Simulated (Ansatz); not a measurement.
# AsNH₃ (doublet): geometry optimisation

Where does this start of AsNH₃ (doublet) end when it is relaxed?

Computed with Ansatz 0.2.0, Gaussian basis. Level: UKS PBE0/def2-TZVP.

### Step 1. The system as given

5 atoms, charge 0, spin multiplicity 2.

Atoms are counted from 1 here; the program's logs count them from 0.

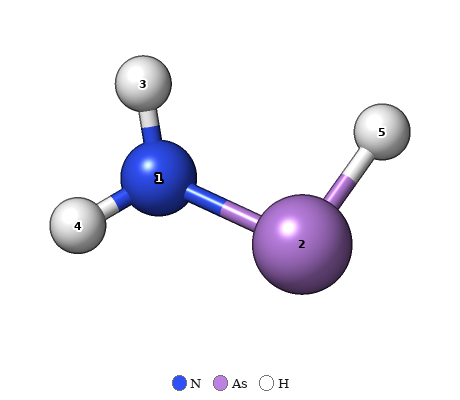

The starting geometry (nitrogen blue, arsenic purple, hydrogen white); atoms are numbered from 1 in the order of the file.

The start was built by rule and, where that kept it together, relaxed with GFN2-xTB. Sticks and bond lists go by distance. No spin-orbit coupling is included. 

### Step 2. The run

in.yaml reads:

```yaml
crystal:
  periodic: [false, false, false]
  atoms:
    - {symbol: N, position_ang: [-1.457534, 0.198436, -0.314681]}
    - {symbol: As, position_ang: [0.316708, -0.062011, 0.062727]}
    - {symbol: H, position_ang: [-1.889386, 1.052251, 0.008452]}
    - {symbol: H, position_ang: [-2.055813, -0.584345, -0.091107]}
    - {symbol: H, position_ang: [0.658240, 1.383909, -0.207031]}
basis:
  gaussian: {orbitals: def2-TZVP}
magnetization: {spin_polarized: true, initial_magnetization: 1}
hamiltonian: {xc: pbe0}
relax: {f_tol: 0.004, max_steps: 80}
```

Run with:

```bash
ansatz run in.yaml --threads 1 --pin off --events-out ev --progress --plain --max-ram 2176MiB
```

**Question.** What will these runs give? Wanted: energy gained; shift from the start; total energy; dipole moment; ⟨S²⟩.

As calculated:

```
                  quantity           value
                     steps               9
             energy gained        0.013 eV
shift from the start (rms)         0.062 Å
              total energy  -62370.9734 eV
             dipole moment          1.54 D
                      ⟨S²⟩           0.755
```

**Reading.** The bonds of the start are those of the end. As2–H5 went from 1.510 to 1.528 Å. No vibrations were run, so this is a stationary point, not a proven minimum, and this spin need not be the ground state's.
